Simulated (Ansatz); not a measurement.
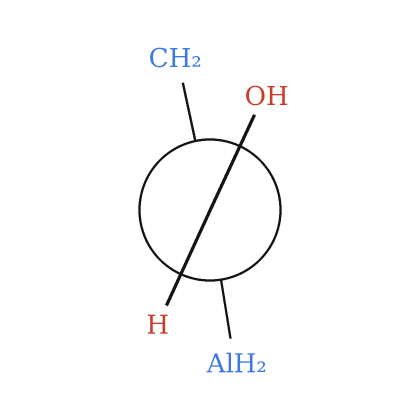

A Newman projection along the B–C bond, boron in front; angles are drawn as computed, but eclipsed bonds slightly apart. The computed structure is the end point of a PBE-D4/def2-SVP optimisation. No frequency run is at hand to confirm it as a minimum.

> Which molecule is it?

C2H6AlBO, C=[C]([AlH2])BO

> What is the torsion angle from the front OH to the back AlH2? The sign is positive where the front bond must turn clockwise to cover the back bond.

146°, anticlinal.
